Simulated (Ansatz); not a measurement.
# C: a shear that moves c along a, part 1 of 2

How does C answer a shear that moves c along a between -3 and +3 %? At each strain the cell is held and the atoms relax, within the symmetry that is left.

Program: Ansatz 0.2.0. Level of theory: DFT LDA, scalar-relativistic, plane waves, PAW. These are calculated values, not measurements.

## Step 1: The system as given

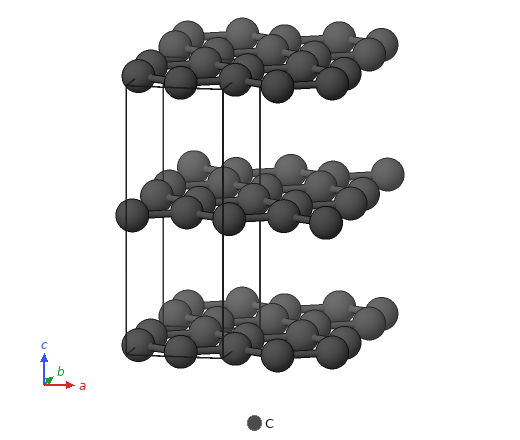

The starting structure, seen slightly off an axis (carbon dark grey). 2×2×1 cells are drawn. Atoms on the faces are drawn again on the opposite ones.

Coordinates:

```
CELL_PARAMETERS angstrom
2.44555 0.00000 0.00000
0.00000 4.23347 0.00000
0.00000 0.00000 6.73532
ATOMIC_POSITIONS crystal
C 0.50000 0.66670 0.50000
C 0.00000 0.83330 0.50000
C 0.50000 0.16670 0.00000
C 0.00000 0.33330 0.00000
C 0.00000 0.66670 0.00000
C 0.50000 0.83330 0.00000
C 0.00000 0.16670 0.50000
C 0.50000 0.33330 0.50000
```

It goes back to an entry of the Materials Project, which need not be the stable form.

The unstrained cell comes from an earlier run at this level (8 atoms, E(σ→0) -1943.8517 eV, gap none (metal)).

## Step 2: The cell strained by -1.0 %

input.yaml reads:

```yaml
crystal:
  lattice:
    - [2.4455497234, 0.0, 0.0]
    - [0.0, 4.2334729555, 0.0]
    - [-0.0673532197, 0.0, 6.7353219677]
  atoms:
    - { symbol: C, position: [0.5, 0.6666982411, 0.5] }
    - { symbol: C, position: [0.0, 0.8333017589, 0.5] }
    - { symbol: C, position: [0.5, 0.1666982411, 0.0] }
    - { symbol: C, position: [0.0, 0.3333017589, 0.0] }
    - { symbol: C, position: [0.0, 0.6666982411, 0.0] }
    - { symbol: C, position: [0.5, 0.8333017589, 0.0] }
    - { symbol: C, position: [0.0, 0.1666982411, 0.5] }
    - { symbol: C, position: [0.5, 0.3333017589, 0.5] }
basis:
  ecutwfc: 420
kpoints:
  mp_grid: { grid: [14, 8, 6] }
hamiltonian:
  xc: lda
scf:
  occupations: { method: gaussian, width: 0.1 }
output:
  forces: true
  stress: true
  eigenvalues: true
relax:
  adjacent_minimum: "off"
  f_tol: 0.008
  max_steps: 40
```

Run with:

```
ansatz run input.yaml --threads 1 --pin off --max-ram 2560MiB --backend cpu --events-out ev --progress --plain --runs-dir out
```

Output (excerpt; [...] marks lines left out):

```text
Warning: output.stress: scf.convergence.dr2_threshold = 6.4e-8 eV (the default of a walk held to its f_tol) is looser than the 8e-10 eV advised for a printed stress (1e-10 eV for each atom of the cell: 8). What an SCF threshold leaves in a stress goes as its square root, and in the free [...]
Warning: RAYON_NUM_THREADS=1 ignored (pool sized by the plan → 1); use --threads N
[...]
Pseudopotentials: kind: paw
Pseudopotential: C, paw, valence charge 4, recommended cutoff 420 eV (normal), C.paw.azcp
Functional definition: SPW92
[...]
Crystal: 8 atoms, lattice volume = 69.732 Å³
Basis set: ecut = 420 eV, 1341 PW (Γ)
Bands: 24, of which v1, the nominal top of the filled ones, is band 16 counted from 1 (15 counted from 0)
Symmetry: 16 space group operations
Space group: C2/m (ITA 12), of the structure as read, at distance tolerance 4.1e-5 Å
k-points: 220 of 672
[...]
SCF iter   1: F=—  HF=-1943.853340 eV  |F-HF|=—  |Δ(HF+E_count)|=         —  Δρ=5.87e-3  dr2=7.98e-3  ethr=1.77e-3  ⟨swp⟩=5.7  Hψ=24986  notcnv=0  defer=93
[...]
relax step   1: F+E_penalty+E_count = -1943.85206153 eV  Δ(F+E_penalty+E_count) = +0.000e0 eV  max|allowed force component| = 1.272e-2 eV/Å  Δτ_max = 0.0000 Å  (6 SCF iters, dr2 threshold 1.60e-6 eV, accepted)
[...]
relax step   2: F+E_penalty+E_count = -1943.85206553 eV  Δ(F+E_penalty+E_count) = -4.001e-6 eV  max|allowed force component| = 7.058e-3 eV/Å  Δτ_max = 0.0001 Å  (3 SCF iters, accepted)
SCF converged after 3 iterations
Free energy (F): -1943.852066 eV
[...]
E sigma→0 (E₀):  -1943.851559 eV
Entropy (-TS):   -0.001014 eV (-0.127 meV/atom)
Fermi energy:    6.794340 eV
[...]
--- Forces (eV/Å), atoms counted from 1 ---
  atom   1  C      0.00000000    -0.00705755     0.00000000
  atom   2  C     -0.00000000     0.00705755     0.00000000
  atom   3  C      0.00000000    -0.00705755     0.00000000
  atom   4  C     -0.00000000     0.00705755    -0.00000000
  atom   5  C      0.00000000    -0.00705755     0.00000000
  atom   6  C     -0.00000000     0.00705755    -0.00000000
  atom   7  C      0.00000000    -0.00705755     0.00000000
  atom   8  C     -0.00000000     0.00705755    -0.00000000
[...]
--- Stress (GPa, compression-positive) ---
        0.130553       0.000000       0.075271
        0.000000      -0.071849       0.000000
        0.075271       0.000000      -0.109431
  P = ⅓ Tr σ = -0.0169 GPa (-0.169 kbar)
--- Band table (eV; the first three rows and the last of 220) ---
[... band rows left out ...]
[...]
--- Relaxed structure (2 steps of the walk, 2 accepted, 0 SCFs on fresh bases) ---
  F+E_penalty+E_count = -1943.85206553 eV   max|allowed force component| = 7.058e-3 eV/Å
  atoms:
    - { symbol: C, position: [0.5, 0.6666863158717822, 0.49999999999999994] }
    - { symbol: C, position: [-1.734723475976807e-18, 0.8333136841282178, 0.49999999999999994] }
    - { symbol: C, position: [0.5, 0.1666863158717821, 1.6643526551896636e-21] }
    - { symbol: C, position: [-2.3377463788977046e-21, 0.3333136841282179, -1.6643526551896636e-21] }
    - { symbol: C, position: [2.3377463788977065e-21, 0.6666863158717822, 1.6643526551896636e-21] }
    - { symbol: C, position: [0.5, 0.8333136841282178, -1.6643526551896636e-21] }
    - { symbol: C, position: [-1.734723475976807e-18, 0.1666863158717821, 0.49999999999999994] }
    - { symbol: C, position: [0.5, 0.3333136841282179, 0.49999999999999994] }
```

Wall time 32 s (1 thread of Intel Xeon Platinum 8259CL at 2.50GHz (Skylake/Cascade Lake), shared host); peak memory 0.59 GiB.

Relaxation path:

```csv
step,E - E(step 1) (eV/cell),largest force component (eV/Å)
1,0.0000,0.0127
2,0.0000,0.0071
```

Step 1 is the start.

The cell is held at each strain. Atoms start from the nearest strain of the same sign that is done.

## Step 3: At +1.0 %

input.yaml: that of step 2 with these lines changed.

```diff
@@ -4,3 +4,3 @@
     - [0.0, 4.2334729555, 0.0]
-    - [-0.0673532197, 0.0, 6.7353219677]
+    - [0.0673532197, 0.0, 6.7353219677]
   atoms:
```

Run with:

```
ansatz run input.yaml --threads 1 --pin off --max-ram 2560MiB --backend cpu --events-out ev --progress --plain --runs-dir out
```

Output (excerpt; [...] marks lines left out):

```text
Warning: output.stress: scf.convergence.dr2_threshold = 6.4e-8 eV (the default of a walk held to its f_tol) is looser than the 8e-10 eV advised for a printed stress (1e-10 eV for each atom of the cell: 8). What an SCF threshold leaves in a stress goes as its square root, and in the free [...]
Warning: RAYON_NUM_THREADS=1 ignored (pool sized by the plan → 1); use --threads N
[...]
[... 3 set-up lines as earlier in the session ...]
[...]
Crystal: 8 atoms, lattice volume = 69.732 Å³
Basis set: ecut = 420 eV, 1341 PW (Γ)
Bands: 24, of which v1, the nominal top of the filled ones, is band 16 counted from 1 (15 counted from 0)
[... 2 set-up lines as earlier in the session ...]
k-points: 220 of 672
[...]
SCF iter   1: F=—  HF=-1943.853339 eV  |F-HF|=—  |Δ(HF+E_count)|=         —  Δρ=5.87e-3  dr2=7.98e-3  ethr=1.77e-3  ⟨swp⟩=5.7  Hψ=25013  notcnv=0  defer=87
[...]
--- Stress (GPa, compression-positive) ---
        0.130547       0.000000      -0.075271
        0.000000      -0.071846      -0.000000
       -0.075271      -0.000000      -0.109432
  P = ⅓ Tr σ = -0.0169 GPa (-0.169 kbar)
--- Band table (eV; the first three rows and the last of 220) ---
[... band rows left out ...]
[...]
--- Relaxed structure (2 steps of the walk, 2 accepted, 0 SCFs on fresh bases) ---
  F+E_penalty+E_count = -1943.85206553 eV   max|allowed force component| = 7.057e-3 eV/Å
  atoms:
    - { symbol: C, position: [0.5000000000000001, 0.6666863145510757, 0.49999999999999994] }
    - { symbol: C, position: [1.734723475976807e-18, 0.8333136854489243, 0.49999999999999994] }
    - { symbol: C, position: [0.5, 0.16668631455107583, -1.6645369804685917e-21] }
    - { symbol: C, position: [-2.3380052818126627e-21, 0.3333136854489242, 1.664536980468592e-21] }
    - { symbol: C, position: [2.3380052818126627e-21, 0.6666863145510757, -1.6645369804685917e-21] }
    - { symbol: C, position: [0.5, 0.8333136854489243, 1.664536980468593e-21] }
    - { symbol: C, position: [1.734723475976807e-18, 0.16668631455107583, 0.49999999999999994] }
    - { symbol: C, position: [0.5000000000000001, 0.3333136854489242, 0.49999999999999994] }
```

It took 33 s on 1 thread of Intel Xeon Platinum 8259CL at 2.50GHz (Skylake/Cascade Lake), shared host; peak memory 0.58 GiB.

Relaxation path:

```
step  E - E(step 1) (eV/cell)  largest force component (eV/Å)
   1                   0.0000                          0.0127
   2                   0.0000                          0.0071
```

Step 1 is the start.

## Step 4: Strain -2.0 %

input.yaml reads:

```yaml
crystal:
  lattice:
    - [2.4455497234, 0.0, 0.0]
    - [0.0, 4.2334729555, 0.0]
    - [-0.1347064394, 0.0, 6.7353219677]
  atoms:
    - { symbol: C, position: [0.5, 0.6666863159, 0.5] }
    - { symbol: C, position: [0.0, 0.8333136841, 0.5] }
    - { symbol: C, position: [0.5, 0.1666863159, 0.0] }
    - { symbol: C, position: [0.0, 0.3333136841, 0.0] }
    - { symbol: C, position: [0.0, 0.6666863159, 0.0] }
    - { symbol: C, position: [0.5, 0.8333136841, 0.0] }
    - { symbol: C, position: [0.0, 0.1666863159, 0.5] }
    - { symbol: C, position: [0.5, 0.3333136841, 0.5] }
basis:
  ecutwfc: 420
kpoints:
  mp_grid: { grid: [14, 8, 6] }
hamiltonian:
  xc: lda
scf:
  occupations: { method: gaussian, width: 0.1 }
output:
  forces: true
  stress: true
  eigenvalues: true
relax:
  adjacent_minimum: "off"
  f_tol: 0.008
  max_steps: 40
```

Run with:

```
ansatz run input.yaml --threads 1 --pin off --max-ram 2560MiB --backend cpu --events-out ev --progress --plain --runs-dir out
```

Output (excerpt; [...] marks lines left out):

```text
Warning: output.stress: scf.convergence.dr2_threshold = 6.4e-8 eV (the default of a walk held to its f_tol) is looser than the 8e-10 eV advised for a printed stress (1e-10 eV for each atom of the cell: 8). What an SCF threshold leaves in a stress goes as its square root, and in the free [...]
Warning: RAYON_NUM_THREADS=1 ignored (pool sized by the plan → 1); use --threads N
[...]
[... 3 set-up lines as earlier in the session ...]
[...]
Crystal: 8 atoms, lattice volume = 69.732 Å³
Basis set: ecut = 420 eV, 1341 PW (Γ)
Bands: 24, of which v1, the nominal top of the filled ones, is band 16 counted from 1 (15 counted from 0)
[... 2 set-up lines as earlier in the session ...]
k-points: 220 of 672
[...]
SCF iter   1: F=—  HF=-1943.852862 eV  |F-HF|=—  |Δ(HF+E_count)|=         —  Δρ=5.88e-3  dr2=7.98e-3  ethr=1.77e-3  ⟨swp⟩=5.7  Hψ=25053  notcnv=0  defer=86
[...]
  atom   5  C      0.00000000    -0.00614273    -0.00000000
  atom   6  C     -0.00000000     0.00614273     0.00000000
  atom   7  C      0.00000000    -0.00614273    -0.00000000
  atom   8  C     -0.00000000     0.00614273     0.00000000
[...]
--- Stress (GPa, compression-positive) ---
        0.120018       0.000000       0.149806
        0.000000      -0.064436       0.000000
        0.149806       0.000000      -0.096106
  P = ⅓ Tr σ = -0.0135 GPa (-0.135 kbar)
--- Band table (eV; the first three rows and the last of 220) ---
[... band rows left out ...]
[...]
--- Relaxed structure (2 steps of the walk, 2 accepted, 0 SCFs on fresh bases) ---
  F+E_penalty+E_count = -1943.85158962 eV   max|allowed force component| = 6.143e-3 eV/Å
  atoms:
    - { symbol: C, position: [0.5, 0.6666863159, 0.49999999999999994] }
    - { symbol: C, position: [-3.469446951953614e-18, 0.8333136841, 0.49999999999999994] }
    - { symbol: C, position: [0.5, 0.1666863159, 0.0] }
    - { symbol: C, position: [0.0, 0.3333136841, 0.0] }
    - { symbol: C, position: [0.0, 0.6666863159, 0.0] }
    - { symbol: C, position: [0.5, 0.8333136841, 0.0] }
    - { symbol: C, position: [-3.469446951953614e-18, 0.1666863159, 0.49999999999999994] }
    - { symbol: C, position: [0.5, 0.3333136841, 0.49999999999999994] }
```

It took 32 s on 1 thread of Intel Xeon Platinum 8259CL at 2.50GHz (Skylake/Cascade Lake), shared host; peak memory 0.58 GiB.

The steps of the relaxation:

```
step  energy from step 1 (eV/cell)  largest force component (eV/Å)
   1                        0.0000                          0.0061
   2                        0.0000                          0.0061
```

Step 1 is the start.

## Step 5: The cell strained by +2.0 %

input.yaml reads:

```yaml
crystal:
  lattice:
    - [2.4455497234, 0.0, 0.0]
    - [0.0, 4.2334729555, 0.0]
    - [0.1347064394, 0.0, 6.7353219677]
  atoms:
    - { symbol: C, position: [0.5, 0.6666863146, 0.5] }
    - { symbol: C, position: [0.0, 0.8333136854, 0.5] }
    - { symbol: C, position: [0.5, 0.1666863146, 0.0] }
    - { symbol: C, position: [0.0, 0.3333136854, 0.0] }
    - { symbol: C, position: [0.0, 0.6666863146, 0.0] }
    - { symbol: C, position: [0.5, 0.8333136854, 0.0] }
    - { symbol: C, position: [0.0, 0.1666863146, 0.5] }
    - { symbol: C, position: [0.5, 0.3333136854, 0.5] }
basis:
  ecutwfc: 420
kpoints:
  mp_grid: { grid: [14, 8, 6] }
hamiltonian:
  xc: lda
scf:
  occupations: { method: gaussian, width: 0.1 }
output:
  forces: true
  stress: true
  eigenvalues: true
relax:
  adjacent_minimum: "off"
  f_tol: 0.008
  max_steps: 40
```

Run with:

```
ansatz run input.yaml --threads 1 --pin off --max-ram 2560MiB --backend cpu --events-out ev --progress --plain --runs-dir out
```

Output (excerpt; [...] marks lines left out):

```text
Warning: output.stress: scf.convergence.dr2_threshold = 6.4e-8 eV (the default of a walk held to its f_tol) is looser than the 8e-10 eV advised for a printed stress (1e-10 eV for each atom of the cell: 8). What an SCF threshold leaves in a stress goes as its square root, and in the free [...]
Warning: RAYON_NUM_THREADS=1 ignored (pool sized by the plan → 1); use --threads N
[...]
[... 3 set-up lines as earlier in the session ...]
[...]
Crystal: 8 atoms, lattice volume = 69.732 Å³
Basis set: ecut = 420 eV, 1341 PW (Γ)
Bands: 24, of which v1, the nominal top of the filled ones, is band 16 counted from 1 (15 counted from 0)
[... 2 set-up lines as earlier in the session ...]
k-points: 220 of 672
[...]
SCF iter   1: F=—  HF=-1943.852856 eV  |F-HF|=—  |Δ(HF+E_count)|=         —  Δρ=5.88e-3  dr2=7.98e-3  ethr=1.77e-3  ⟨swp⟩=5.7  Hψ=25039  notcnv=0  defer=85
[...]
  atom   6  C     -0.00000000     0.00614273     0.00000000
  atom   7  C      0.00000000    -0.00614273    -0.00000000
  atom   8  C     -0.00000000     0.00614273     0.00000000
[...]
--- Stress (GPa, compression-positive) ---
        0.119997       0.000000      -0.149806
        0.000000      -0.064464      -0.000000
       -0.149806      -0.000000      -0.096108
  P = ⅓ Tr σ = -0.0135 GPa (-0.135 kbar)
--- Band table (eV; the first three rows and the last of 220) ---
[... band rows left out ...]
[...]
--- Relaxed structure (2 steps of the walk, 2 accepted, 0 SCFs on fresh bases) ---
  F+E_penalty+E_count = -1943.85158962 eV   max|allowed force component| = 6.143e-3 eV/Å
  atoms:
    - { symbol: C, position: [0.5000000000000001, 0.6666863146, 0.49999999999999994] }
    - { symbol: C, position: [3.469446951953614e-18, 0.8333136854, 0.49999999999999994] }
    - { symbol: C, position: [0.5, 0.1666863146, 0.0] }
    - { symbol: C, position: [0.0, 0.3333136854, 0.0] }
    - { symbol: C, position: [0.0, 0.6666863146, 0.0] }
    - { symbol: C, position: [0.5, 0.8333136854, 0.0] }
    - { symbol: C, position: [3.469446951953614e-18, 0.1666863146, 0.49999999999999994] }
    - { symbol: C, position: [0.5000000000000001, 0.3333136854, 0.49999999999999994] }
```

Wall time 33 s (1 thread of Intel Xeon Platinum 8259CL at 2.50GHz (Skylake/Cascade Lake), shared host); peak memory 0.59 GiB.

Relaxation path:

```csv
step,energy from step 1 (eV/cell),largest force component (eV/Å)
1,0.0000,0.0061
2,0.0000,0.0061
```

Step 1 is the start.

## Step 6: At -3.0 %

input.yaml reads:

```yaml
crystal:
  lattice:
    - [2.4455497234, 0.0, 0.0]
    - [0.0, 4.2334729555, 0.0]
    - [-0.202059659, 0.0, 6.7353219677]
  atoms:
    - { symbol: C, position: [0.5, 0.6666863159, 0.5] }
    - { symbol: C, position: [0.0, 0.8333136841, 0.5] }
    - { symbol: C, position: [0.5, 0.1666863159, 0.0] }
    - { symbol: C, position: [0.0, 0.3333136841, 0.0] }
    - { symbol: C, position: [0.0, 0.6666863159, 0.0] }
    - { symbol: C, position: [0.5, 0.8333136841, 0.0] }
    - { symbol: C, position: [0.0, 0.1666863159, 0.5] }
    - { symbol: C, position: [0.5, 0.3333136841, 0.5] }
basis:
  ecutwfc: 420
kpoints:
  mp_grid: { grid: [14, 8, 6] }
hamiltonian:
  xc: lda
scf:
  occupations: { method: gaussian, width: 0.1 }
output:
  forces: true
  stress: true
  eigenvalues: true
relax:
  adjacent_minimum: "off"
  f_tol: 0.008
  max_steps: 40
```

Run with:

```
ansatz run input.yaml --threads 1 --pin off --max-ram 2560MiB --backend cpu --events-out ev --progress --plain --runs-dir out
```

Output (excerpt; [...] marks lines left out):

```text
Warning: output.stress: scf.convergence.dr2_threshold = 6.4e-8 eV (the default of a walk held to its f_tol) is looser than the 8e-10 eV advised for a printed stress (1e-10 eV for each atom of the cell: 8). What an SCF threshold leaves in a stress goes as its square root, and in the free [...]
Warning: RAYON_NUM_THREADS=1 ignored (pool sized by the plan → 1); use --threads N
[...]
[... 3 set-up lines as earlier in the session ...]
[...]
Crystal: 8 atoms, lattice volume = 69.732 Å³
Basis set: ecut = 420 eV, 1335 PW (Γ)
Bands: 24, of which v1, the nominal top of the filled ones, is band 16 counted from 1 (15 counted from 0)
[... 2 set-up lines as earlier in the session ...]
k-points: 220 of 672
[...]
SCF iter   1: F=—  HF=-1943.852081 eV  |F-HF|=—  |Δ(HF+E_count)|=         —  Δρ=5.88e-3  dr2=7.98e-3  ethr=1.77e-3  ⟨swp⟩=5.7  Hψ=25086  notcnv=0  defer=84
[...]
  atom   5  C      0.00000000    -0.00460974    -0.00000000
  atom   6  C     -0.00000000     0.00460974     0.00000000
  atom   7  C      0.00000000    -0.00460974    -0.00000000
  atom   8  C     -0.00000000     0.00460974     0.00000000
[...]
--- Stress (GPa, compression-positive) ---
        0.101310       0.000000       0.222110
        0.000000      -0.052328       0.000000
        0.222110       0.000000      -0.076160
  P = ⅓ Tr σ = -0.0091 GPa (-0.091 kbar)
--- Band table (eV; the first three rows and the last of 220) ---
[... band rows left out ...]
[...]
--- Relaxed structure (2 steps of the walk, 2 accepted, 0 SCFs on fresh bases) ---
  F+E_penalty+E_count = -1943.85079623 eV   max|allowed force component| = 4.610e-3 eV/Å
  atoms:
    - { symbol: C, position: [0.5, 0.6666863159, 0.49999999999999994] }
    - { symbol: C, position: [0.0, 0.8333136841, 0.49999999999999994] }
    - { symbol: C, position: [0.5, 0.1666863159, 0.0] }
    - { symbol: C, position: [0.0, 0.3333136841, 0.0] }
    - { symbol: C, position: [0.0, 0.6666863159, 0.0] }
    - { symbol: C, position: [0.5, 0.8333136841, 0.0] }
    - { symbol: C, position: [0.0, 0.1666863159, 0.49999999999999994] }
    - { symbol: C, position: [0.5, 0.3333136841, 0.49999999999999994] }
```

It took 32 s on 1 thread of Intel Xeon Platinum 8259CL at 2.50GHz (Skylake/Cascade Lake), shared host; peak memory 0.58 GiB.

The steps of the relaxation:

| step | energy from step 1 (eV/cell) | largest force component (eV/Å) |
| --- | --- | --- |
| 1 | 0.0000 | 0.0046 |
| 2 | 0.0000 | 0.0046 |

Step 1 is the start.

(Continued in part 2 of 2.)
